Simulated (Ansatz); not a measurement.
# CaHg2S3: what the fields show

Input

```
crystal:
  lattice:
    - [3.29413459, -5.50902101, 0.0]
    - [3.29413459, 5.50902101, 0.0]
    - [0.0, 0.0, 5.15081069]
  atoms:
    - { symbol: Ca, position: [0.5, 0.5, 0.0] }
    - { symbol: Hg, position: [0.0, 0.5, 0.5] }
    - { symbol: Hg, position: [0.5, 0.0, 0.5] }
    - { symbol: S, position: [0.16106691, 0.83893309, 0.0] }
    - { symbol: S, position: [0.83893309, 0.16106691, 0.0] }
    - { symbol: S, position: [0.0, 0.0, 0.5] }
kpoints:
  mp_grid: { grid: [4, 4, 4] }
hamiltonian:
  xc: pbesol
scf:
  occupations: { method: fermi_dirac, width: 0.03 }
relax:
  f_tol: 0.01
  cell: {}
  max_steps: 120
output:
  write_density: true
  write_potential: true
  elf: true
  volumetric_format: npy
```

Launched as:

```sh
ansatz run input.yaml --threads 2 --pin off --max-ram 2211MiB --backend cpu --events-out ev --progress --plain --runs-dir out
```

Below, planes, directions and counts refer to the conventional cell (a = 5.20 Å, b = 11.51 Å, c = 4.84 Å, α = 90.00°, β = 90.00°, γ = 90.00°).

The fields are those of the relaxed geometry.

Space group Cmmm; a structure from a database of computed crystals, not necessarily the ambient phase; started from the CeAl2Cu3-65 prototype, which need not be the ambient phase.

These are results of DFT, PBEsol, plane waves, PAW in Ansatz, not measurements.

Core electrons are frozen (PAW), and the valence fields are smoothed inside the atomic spheres.

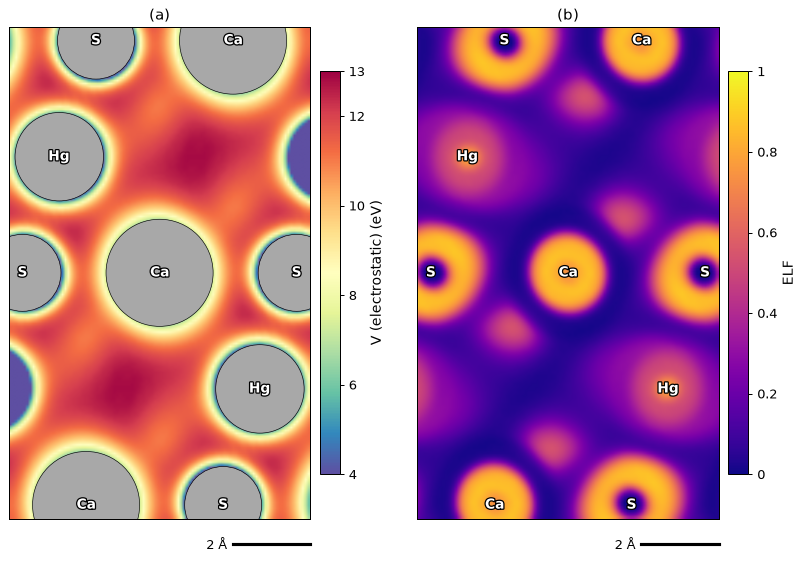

Figure 1. (a) electrostatic potential energy of an electron; (b) electron localisation function on the (111) plane of the conventional cell. Grey discs cover the atomic cores in the potential map.

Read the bonding off the picture.

- The plane passes through Ca, Hg and S nuclei.
- The features right at Ca and Hg lie inside the PAW spheres, where the map follows smoothed inner orbitals and isn't to be read closely.
- Outside the cores the potential energy rises away from the atoms and is highest about 2.1 Å from the nearest atoms; its zero is arbitrary.

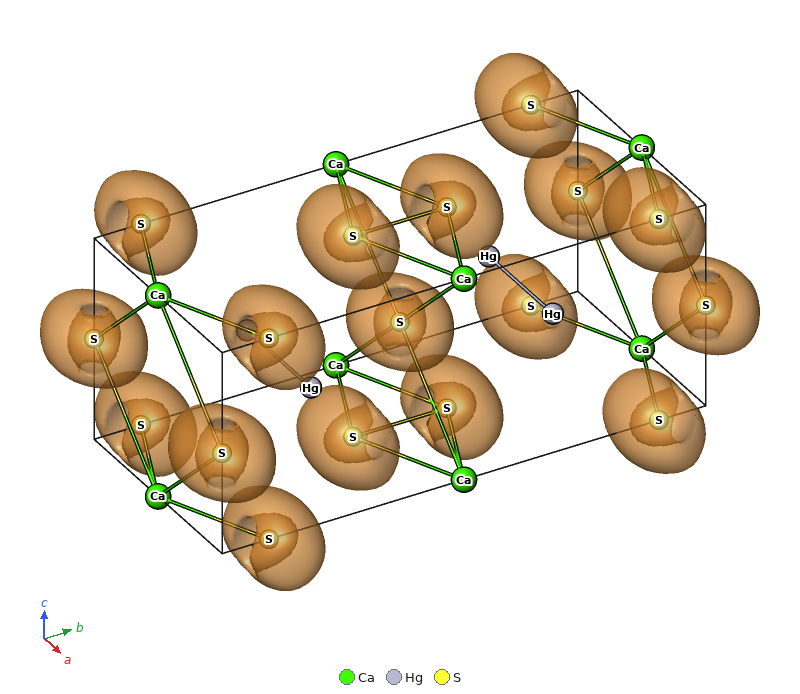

Figure 2. Isosurface of the electron localisation function at 0.75 (orange), seen at an oblique angle. Only the valence region is drawn (cores and ρ < 0.01 e/Å³ removed). Sticks mark near contacts.

Identify the bonds, lone pairs and shells in this picture.

At this value the surface marks out six regions wrapped around S (the valence shell of each), counted in one cell of 12 atoms. Regions shared between cells count once.


S–S (2.23 Å): the ELF peaks at about 0.75 between the atoms. Hg–Hg (2.60 Å): the ELF is about 0.30 at the midpoint: no shared electron pair shows on this line.
